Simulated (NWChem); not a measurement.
**HSe (charge +1): single-point calculation**

- system: HSe, charge +1
- method: B3LYP/6-31G*, RKS (NWChem 7.3.0)

The geometry is that of the parent species in another charge or spin state. The geometry comes from this level: PBE0-D4/def2-TZVP.

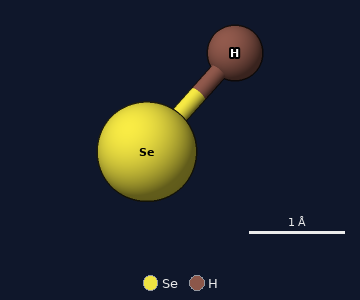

*The input geometry (ball-and-stick view, seen at an oblique angle).*

## Input
```python
from ase import Atoms
from ase.calculators.nwchem import NWChem

system = Atoms('SeH', positions=[
    [-0.624700, 0.225700, -0.315900],
    [0.624700, -0.225700, 0.315900],
])

calc = NWChem(
    label='a',
    theory='dft',
    memory='2200 mb',
    basis='6-31G*',
    basispar='spherical bse',
    charge=1,
    dft={'xc': 'b3lyp', 'mult': '1', 'grid': 'xfine', 'convergence': 'energy 1e-08', 'iterations': '100', 'mulliken': None, 'print': 'low'},
    task='energy',
)
system.calc = calc

e = system.get_potential_energy()
print(f"E = {e:.6f} eV")
```

## File a.nwi
```
title "a"

permanent_dir a

scratch_dir a

start a

geometry units angstrom nocenter noautosym noautoz
  Se -6.2470000000000003e-01 2.2570000000000001e-01 -3.1590000000000001e-01
  H  6.2470000000000003e-01 -2.2570000000000001e-01 3.1590000000000001e-01
end

charge 1

memory 2200 mb

basis spherical bse noprint
   * library 6-31G*
end

dft
  xc b3lyp
  mult 1
  grid xfine
  convergence energy 1e-08
  iterations 100
  mulliken
  print low
end

task dft energy
```

Hardware: 1 thread of Intel Xeon (Sapphire Rapids), 16 GiB of memory available, shared host.

Launched with:
```bash
export ASE_NWCHEM_COMMAND="nwchem PREFIX.nwi > PREFIX.nwo"
python run.py
```

## Output
```
E = -65346.201691 eV
```

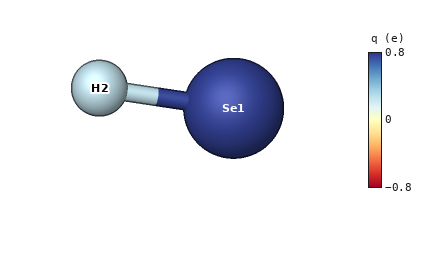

*Mulliken charges, as the colour of each atom (ball-and-stick view, seen at a tilt; atoms are numbered from 1 in the order of the input).*

By element: Se +0.76 and H +0.24 e.

## Key numbers

```csv
quantity,value
outcome,converged
total energy,−2401.428638 hartree
wall time,3.9 s
peak memory,0.11 GiB
```
